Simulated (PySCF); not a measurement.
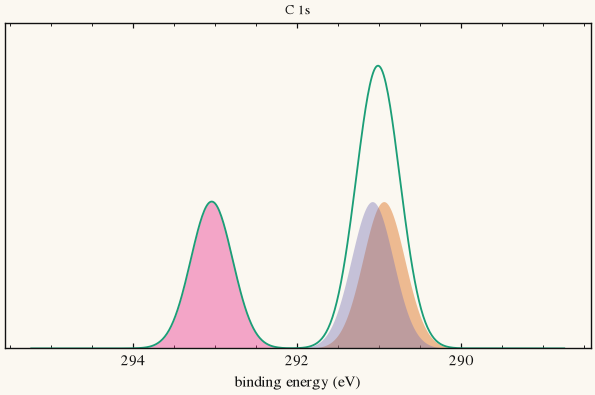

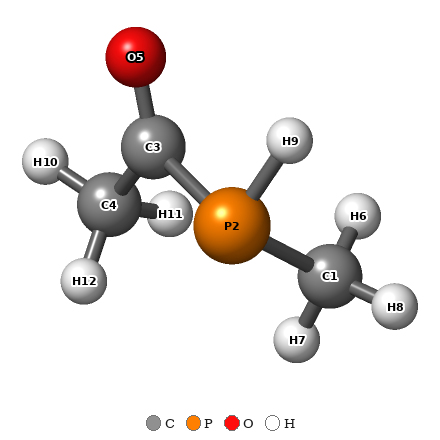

Simulated XPS of C₃H₇OP, SMILES CPC(C)=O. Vertical core-electron binding energies by ΔSCF (SCAN, pcX-2 on the ionised atom, pcseg-1 elsewhere, spin-free X2C; PySCF 2.14.0, at a GFN2-xTB geometry (no frequency check)), gas phase, against the vacuum level. One atom of each kind was ionised; within a panel, areas follow the number of like atoms, Gaussians of 0.6 eV full width. Only the regions named are shown. Lines closer than the width merge in the curve.

Q: Assign the components.

A:
| level | atoms | binding energy (eV) |
| --- | --- | --- |
| C 1s | C3 | 293.0 |
| C 1s | C4 | 291.1 |
| C 1s | C1 | 290.9 |

Q: How large is the chemical shift across the C 1s region?

A: 2.1 eV, from C1 at 290.9 eV to C3 at 293.0 eV.

Note: one conformer of a flexible molecule; the tight-binding geometry is rougher than a DFT one and adds to the error.
